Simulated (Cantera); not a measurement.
Input: 1 mol H₂S, 0.089 mol H₂, 7.5 mol O₂, at 0.310 bar.

Cantera equilibrium calculation (NASA polynomials, part measured and part estimated; ideal gas, pure solids and liquids). Candidate condensed phases: H₂O, H₂SO₄, S; 19 gas species. Rates play no part.

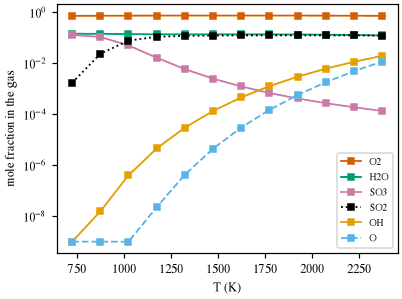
Figure. Equilibrium gas composition (values under 1e-9 drawn at 1e-9)

From 725 K to 2375 K nothing is condensed.
